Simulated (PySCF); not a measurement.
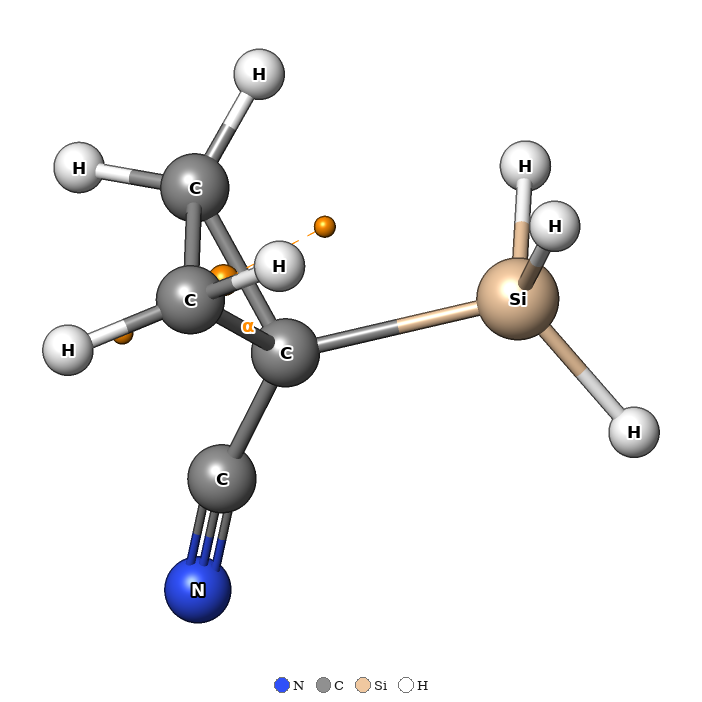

The small points mark where nucleus-independent chemical shifts (NICS) were computed: at the centre of each lettered ring and 1 Å above and below it. Geometry: a frame of a GFN2-xTB molecular-dynamics simulation, not a minimum. Properties computed with GIAO PBE0/pcSseg-1 NMR shielding, non-relativistic, gas phase (PySCF 2.14.0).

Give NICS(0), NICS(1) and the out-of-plane component NICS(1)zz for each ring (means of the two sides).

| ring | members | NICS(0) | NICS(1) | NICS(1)zz |
| --- | --- | --- | --- | --- |
| α | C3 | −46.4 | −9.1 | −24.0 |

Values in ppm.
